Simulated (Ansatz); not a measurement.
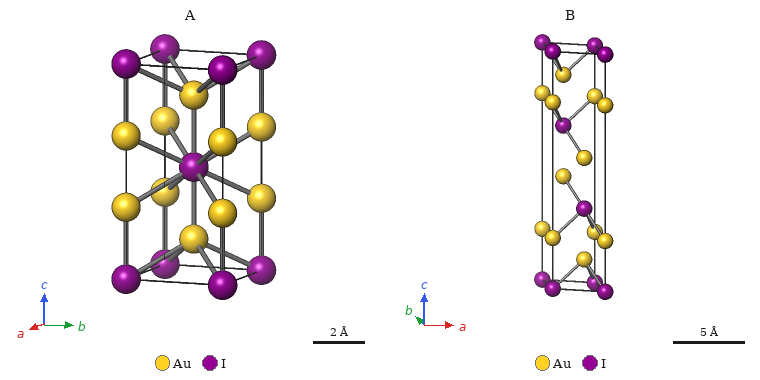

Two structures of Au2I, each relaxed to rest (conventional cells in solid outline, small ones repeated, not to one scale). Method: Ansatz 0.2.0, DFT PBE, scalar-relativistic, plane waves, PAW, without spin polarisation.

**Characterise the two forms.**

A: 6 atoms a cell on a body-centred tetragonal lattice, I4/mmm. B: 9 atoms a cell on a rhombohedral (trigonal R) lattice, R-3m.

**Which is the more stable form at this level of theory?**

B is lower, by 90 meV/atom at this level of theory (energies at zero smearing). Volumes: A 23.8, B 25.3 Å³/atom.

One or both may be structure types tried for this composition rather than known phases.
